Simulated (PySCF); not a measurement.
Consider C₆H₂₁N₃SSi₂ ((NMe2)3Si-S-SiH3).

```tsv
atom	x (Å)	y (Å)	z (Å)
Si	-0.1945	-0.0362	0.3897
N	-1.3569	-0.8728	-0.5784
C	-1.5833	-2.2937	-0.5882
C	-2.0860	-0.1478	-1.5888
N	-0.7364	1.5385	0.8374
C	-1.7162	1.7266	1.8763
C	-0.3801	2.7411	0.1327
N	1.3236	0.1150	-0.4344
C	2.3982	0.9124	0.1034
C	1.5849	-0.4538	-1.7312
S	0.0680	-1.1731	2.2235
Si	1.7387	-2.3404	1.5593
H	-1.1695	-2.7888	-1.4902
H	-1.1300	-2.7594	0.2974
H	-2.6665	-2.5170	-0.5603
H	-1.9480	0.9359	-1.4604
H	-1.7670	-0.4097	-2.6182
H	-3.1710	-0.3538	-1.5202
H	-2.6832	2.0907	1.4763
H	-1.3709	2.4610	2.6287
H	-1.9112	0.7826	2.4066
H	0.0845	3.4893	0.8046
H	0.3346	2.5194	-0.6717
H	-1.2637	3.2248	-0.3304
H	2.1544	1.2480	1.1228
H	2.5954	1.8132	-0.5109
H	3.3416	0.3382	0.1565
H	2.4703	-1.1181	-1.7132
H	1.7741	0.3267	-2.4945
H	0.7242	-1.0503	-2.0641
H	3.0117	-1.5652	1.5051
H	1.4890	-2.9684	0.2266
H	1.8966	-3.4267	2.5723
```

Geometry: PBE0-D3(BJ)/def2-SVP.

The calculation used PySCF, PBE0/pcSseg-1, SCF density, gas phase, non-relativistic.

**What will maps of the electron density and electron localisation function show?**

C–N (1.44 Å): ρ is about 1.9 e/Å³ halfway; the ELF peaks at about 0.90 between the atoms; localised, covalent bonding.
Si–N (1.72 Å): the density is about 1.1 e/Å³ at the midpoint; the ELF peaks at about 0.90 between the atoms (a shared but strongly polarised pair).
C–H (1.10 Å): ρ at the midpoint is about 2 e/Å³; the ELF climbs to about 1 towards the hydrogen, as it does in any bond to H: an ordinary covalent bond to hydrogen.

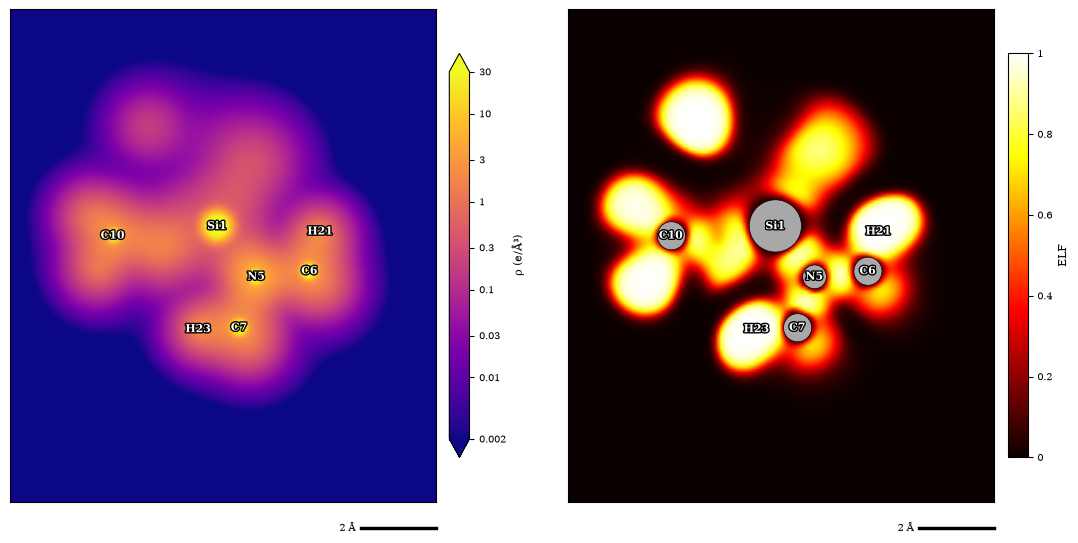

Computed electron density and electron localisation function on the plane of atoms N5, C7 and H23, in this order. Grey discs cover the atomic cores in the ELF map. 
